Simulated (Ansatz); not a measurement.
# BH2Br− (SMILES [BH2-]Br): levels of theory compared

Wanted: a comparison of 5 runs (UB3LYP/STO-3G, UBLYP/STO-3G, UPBE0/STO-3G, USVWN5/STO-3G, UCCSD/STO-3G) of BH2Br−. 

The results are computed with Ansatz 0.2.0.

7 further runs of the same task are left out: 6 that didn't finish, 1 set aside as unsound or not needed.

### Step 1. The structure to begin with

BH2Br− has 4 atoms, charge -1, and is taken as a doublet. SMILES: `[BH2-]Br`. The H3–B1 distance was set to 3.032 Å, away from the relaxed value. At this shape a bond of the SMILES string is far longer than usual.

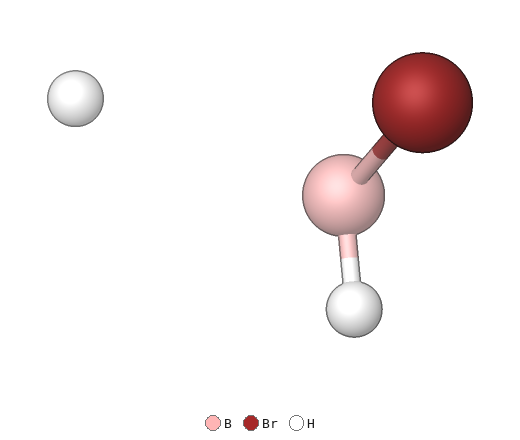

The structure, seen from a chosen angle (boron pink, bromine red, hydrogen white).

### Step 2. The energy at UB3LYP/STO-3G (run 1)

Contents of molecule.yaml:

```yaml
crystal:
  periodic: [false, false, false]
  atoms:
    - {symbol: B, position_ang: [0.203914, 1.664618, -0.816941]}
    - {symbol: Br, position_ang: [2.124544, 2.096648, -0.157151]}
    - {symbol: H, position_ang: [-0.770230, -0.861690, 0.547550]}
    - {symbol: H, position_ang: [0.195224, 1.647758, -2.029531]}
basis:
  gaussian: {orbitals: STO-3G}
hamiltonian: {xc: {name: B3LYP}}
magnetization: {spin_polarized: true, initial_magnetization: 1}
accuracy: high
total_charge: -1
```

On the command line:

```
ansatz run molecule.yaml --threads 1 --pin off --max-ram 2610MiB --events-out events.jsonl --progress --plain --runs-dir runs
```

What it wrote:

```text
Warning: RAYON_NUM_THREADS=1 ignored (pool sized by the plan → 1); use --threads N
Functional definition: B3LYP
  name "B3LYP"
  parameter a0 = 0.2
  parameter ax = 0.72
  parameter ac = 0.81
  exchange = (1 - a0 - ax)*slater_x + ax*b88_x + a0*exact_x
  correlation = (1 - ac)*vwn_rpa_c + ac*lyp_c
337 factors; integrals over basis functions are off by at most 1.1e-8 eV
mean field evaluation 1: about -69966.9737 eV, gradient 7.8e0 eV
mean field evaluation 2: about -69947.5534 eV, gradient 2.0e1 eV
mean field evaluation 4: about -69963.1139 eV, gradient 2.3e1 eV
mean field evaluation 8: about -69971.3860 eV, gradient 3.8e-1 eV
mean field evaluation 16: about -69971.3783 eV, gradient 2.5e-8 eV
mean field evaluation 32: about -69970.5408 eV, gradient 2.0e-1 eV
mean field -69971.37828168 eV, -2571.4007235481 hartree, gradient 2.5e-8 eV, S^2 1.074723; 2 other end points of the search recorded, 0 dependent functions left out
reference -69971.37830978 eV, -2571.4007245806 hartree; 22, 21 occupied and 3, 4 virtual orbitals, 337 factors
Total energy: -69971.37830978 eV, -2571.4007245806 hartree
```

Wall time 5.1 s (1 thread of Arm Neoverse V1, shared host); peak memory 0.13 GiB.

### Step 3. A single-point energy at UBLYP/STO-3G (run 2)

Contents of job.yaml:

```yaml
crystal:
  periodic: [false, false, false]
  atoms:
    - symbol: B
      position_ang: [0.203914, 1.664618, -0.816941]
    - symbol: Br
      position_ang: [2.124544, 2.096648, -0.157151]
    - symbol: H
      position_ang: [-0.770230, -0.861690, 0.547550]
    - symbol: H
      position_ang: [0.195224, 1.647758, -2.029531]
basis:
  gaussian:
    orbitals: STO-3G
total_charge: -1
magnetization:
  spin_polarized: true
  initial_magnetization: 1
hamiltonian:
  xc: {name: BLYP}
accuracy: high
```

On the command line:

```
ansatz run job.yaml --threads 1 --pin off --max-ram 2610MiB --events-out events.jsonl --progress --plain --runs-dir runs
```

What it wrote:

```text
Warning: RAYON_NUM_THREADS=1 ignored (pool sized by the plan → 1); use --threads N
Functional definition: BLYP
  name "BLYP"
  parameter beta = 0.0042
  parameter a = 0.04918
  parameter b = 0.132
  parameter c = 0.2533
  parameter d = 0.349
  exchange = b88_x(beta = beta)
  correlation = lyp_c(a = a, b = b, c = c, d = d)
337 factors; integrals over basis functions are off by at most 1.1e-8 eV
mean field evaluation 1: about -69963.0137 eV, gradient 7.8e0 eV
mean field evaluation 2: about -69944.2773 eV, gradient 1.7e1 eV
mean field evaluation 4: about -69957.3197 eV, gradient 2.4e1 eV
mean field evaluation 8: about -69967.7368 eV, gradient 7.9e-1 eV
mean field evaluation 16: about -69967.7255 eV, gradient 3.0e-8 eV
mean field -69967.72548514 eV, -2571.2664857514 hartree, gradient 3.0e-8 eV, S^2 0.998088; 0 other end points of the search recorded, 0 dependent functions left out
reference -69967.72552367 eV, -2571.2664871670 hartree; 22, 21 occupied and 3, 4 virtual orbitals, 337 factors
Total energy: -69967.72552367 eV, -2571.2664871670 hartree
```

It took 1.9 s on 1 thread of Arm Neoverse V1, shared host; peak memory 0.12 GiB.

### Step 4. A single-point energy at UPBE0/STO-3G (run 3)

Edit molecule.yaml of step 2 so:

```diff
@@ -9,5 +9,5 @@
   gaussian: {orbitals: STO-3G}
-hamiltonian: {xc: {name: B3LYP}}
+total_charge: -1
 magnetization: {spin_polarized: true, initial_magnetization: 1}
+hamiltonian: {xc: {name: PBE0}}
 accuracy: high
-total_charge: -1
```

On the command line:

```
ansatz run molecule.yaml --threads 1 --pin off --max-ram 2610MiB --events-out events.jsonl --progress --plain --runs-dir runs
```

What it wrote:

```text
Warning: RAYON_NUM_THREADS=1 ignored (pool sized by the plan → 1); use --threads N
Functional definition: PBE0
  name "PBE0"
  parameter a = 0.25
  parameter kappa = 0.804
  parameter beta = 0.06672455060314922
  exchange = (1 - a)*pbe_x(kappa = kappa, mu = beta*pi^2/3) + a*exact_x
  correlation = pbe_c(beta = beta)
337 factors; integrals over basis functions are off by at most 1.1e-8 eV
mean field evaluation 1: about -69959.8368 eV, gradient 8.0e0 eV
mean field evaluation 2: about -69940.5402 eV, gradient 2.1e1 eV
mean field evaluation 4: about -69959.9342 eV, gradient 1.7e1 eV
mean field evaluation 8: about -69960.3149 eV, gradient 1.7e1 eV
mean field evaluation 16: about -69964.2965 eV, gradient 2.7e-8 eV
mean field evaluation 32: about -69964.2965 eV, gradient 4.5e-4 eV
mean field evaluation 64: about -69962.4385 eV, gradient 9.3e0 eV
mean field -69964.33332556 eV, -2571.1418261860 hartree, gradient 9.0e-9 eV, S^2 1.151714; 4 other end points of the search recorded, 0 dependent functions left out
reference -69964.33332694 eV, -2571.1418262365 hartree; 22, 21 occupied and 3, 4 virtual orbitals, 337 factors
Total energy: -69964.33332694 eV, -2571.1418262365 hartree
```

Run time: 6 s. Hardware: 1 thread of Arm Neoverse V1, shared host; peak memory 0.13 GiB.

Run 4 isn't shown in full; the table further down has it.

### Step 5. A single-point energy at UCCSD/STO-3G (run 5)

Contents of in.yaml:

```yaml
basis:
  gaussian:
    orbitals: STO-3G
crystal:
  periodic: [false, false, false]
  atoms:
    - {symbol: B, position_ang: [0.203914, 1.664618, -0.816941]}
    - {symbol: Br, position_ang: [2.124544, 2.096648, -0.157151]}
    - {symbol: H, position_ang: [-0.770230, -0.861690, 0.547550]}
    - {symbol: H, position_ang: [0.195224, 1.647758, -2.029531]}
total_charge: -1
accuracy: high
scf:
  omitted_lower_state_checks: [cluster_reference, increment]
correlation:
  method: ccsd
  frozen_orbitals: {B: 1, Br: 9, H: 0}
magnetization:
  spin_polarized: true
  initial_magnetization: 1
```

On the command line:

```
ansatz run in.yaml --threads 1 --pin off --max-ram 2610MiB --events-out events.jsonl --progress --plain --runs-dir runs
```

What it wrote:

```text
Warning: RAYON_NUM_THREADS=1 ignored (pool sized by the plan → 1); use --threads N
[... 14 lines left out ...]
10 core orbitals not correlated: weight in the atoms' cores, before any rotation towards them, 1.000 or more for the frozen orbitals, at most 0.000 for the correlated occupied ones
[... 86 lines left out ...]
Total energy: -69930.43505687 eV, -2569.8960877887 hartree
Checks for a lower state left out: cluster_reference, increment
```

It took 1.1 s on 1 thread of Arm Neoverse V1, shared host.

### Step 6. All runs side by side

```csv
run,level,frozen core orbitals,energy (Eh),⟨S²⟩,wall time
1,UB3LYP/STO-3G,–,-2571.400725,1.075,5.1 s
2,UBLYP/STO-3G,–,-2571.266487,0.998,1.9 s
3,UPBE0/STO-3G,–,-2571.141826,1.152,6 s
4,USVWN5/STO-3G,–,-2567.306444,1.252,2.7 s
5,UCCSD/STO-3G,10,-2569.896088,1.729,1.1 s
```

### Step 7. Results

| quantity | value |
| --- | --- |
| run 5: total energy | -2569.89609 Eh |
| run 5: correlation energy (10 core orbitals frozen) | -32.0 mEh |
| run 5: ⟨S²⟩ of the reference determinant | 1.729 |
| run 5: T1 diagnostic | 0.019 |

Totals of different functionals can't be ranked against each other. In runs 1, 2, 3, 4, 5 the basis is minimal, so the values are rough. Spin contamination of the reference: run 5 ⟨S²⟩ = 1.73, run 4 ⟨S²⟩ = 1.25, run 3 ⟨S²⟩ = 1.15, run 1 ⟨S²⟩ = 1.07, run 2 ⟨S²⟩ = 1.00. Where it is this large, the reference is a mixture of spin states, and values that rest on it are in doubt. All runs together took 17 s, the longest 6 s.
